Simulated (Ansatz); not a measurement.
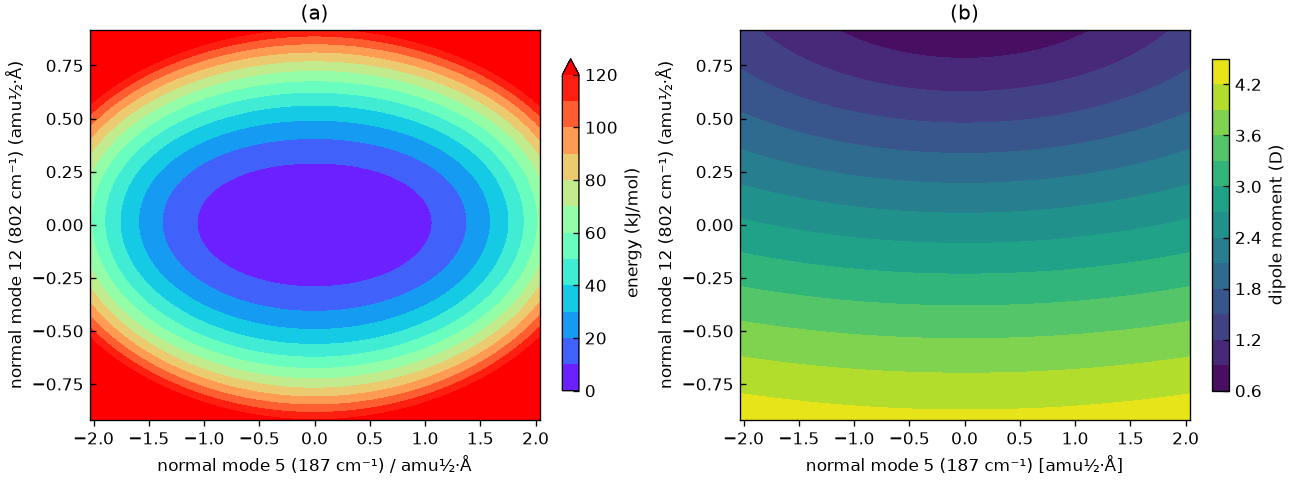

C₂H₆AlI, SMILES [CH3][Al]([CH3])[I]. First axis: normal mode 5 (187 cm⁻¹). Second axis: normal mode 12 (802 cm⁻¹). Nothing is relaxed (straight displacements along the two mass-weighted modes). The grid has 15 × 15 points. Points are written as (first, second). All energies are given in kJ/mol relative to the lowest grid point. The calculation used RHF/def2-SVP in Ansatz 0.2.0.

Panel (a) is the energy and panel (b) the computed dipole moment on the same grid.

In the figure: filled contours, one colour for all values above the top of the scale. Between grid points the surface is interpolated.

### How does the dipole moment vary over the map, and what is it at the lowest grid point?

Leaving out the highest fifth of the energies, it runs from 0.66 D at (0.000 amu½·Å, 0.919 amu½·Å) to 4.28 D at (0.000 amu½·Å, −0.919 amu½·Å). At the lowest grid point, (0.000 amu½·Å, 0.000 amu½·Å), it is 2.52 D.

```tsv
normal mode 12 (802 cm⁻¹) ↓, normal mode 5 (187 cm⁻¹) →	−2.036	−1.745	−1.454	−1.164	−0.873	−0.582	−0.291	0.000	0.291	0.582	0.873	1.164	1.454	1.745	2.036
0.919	1.28	1.15	1.02	0.90	0.81	0.73	0.68	0.66	0.68	0.73	0.81	0.90	1.02	1.14	1.28
0.788	1.43	1.31	1.19	1.09	1.01	0.94	0.91	0.89	0.91	0.94	1.01	1.09	1.19	1.30	1.43
0.657	1.61	1.50	1.40	1.31	1.24	1.18	1.15	1.14	1.15	1.18	1.24	1.31	1.40	1.50	1.61
0.525	1.81	1.71	1.62	1.55	1.49	1.44	1.41	1.40	1.41	1.44	1.49	1.55	1.62	1.71	1.81
0.394	2.03	1.94	1.87	1.80	1.75	1.71	1.69	1.68	1.69	1.71	1.75	1.80	1.87	1.94	2.03
0.263	2.27	2.19	2.12	2.06	2.02	1.98	1.96	1.96	1.96	1.98	2.02	2.06	2.12	2.19	2.27
0.131	2.51	2.44	2.38	2.33	2.29	2.26	2.24	2.24	2.24	2.26	2.29	2.33	2.38	2.44	2.51
0.000	2.76	2.69	2.64	2.60	2.56	2.54	2.52	2.52	2.52	2.54	2.56	2.60	2.64	2.69	2.75
−0.131	3.00	2.95	2.90	2.86	2.83	2.81	2.80	2.79	2.80	2.81	2.83	2.86	2.90	2.95	3.00
−0.263	3.25	3.20	3.16	3.12	3.10	3.08	3.07	3.06	3.07	3.08	3.10	3.12	3.16	3.20	3.25
−0.394	3.49	3.45	3.41	3.38	3.36	3.34	3.33	3.32	3.33	3.34	3.36	3.38	3.41	3.45	3.49
−0.525	3.73	3.69	3.66	3.63	3.61	3.59	3.58	3.58	3.58	3.59	3.61	3.63	3.66	3.69	3.73
−0.657	3.96	3.93	3.90	3.87	3.85	3.84	3.83	3.82	3.83	3.83	3.85	3.87	3.89	3.92	3.96
−0.788	4.19	4.15	4.12	4.10	4.08	4.07	4.06	4.06	4.06	4.07	4.08	4.10	4.12	4.15	4.19
−0.919	4.41	4.37	4.34	4.32	4.30	4.29	4.28	4.28	4.28	4.29	4.30	4.32	4.34	4.37	4.40
```
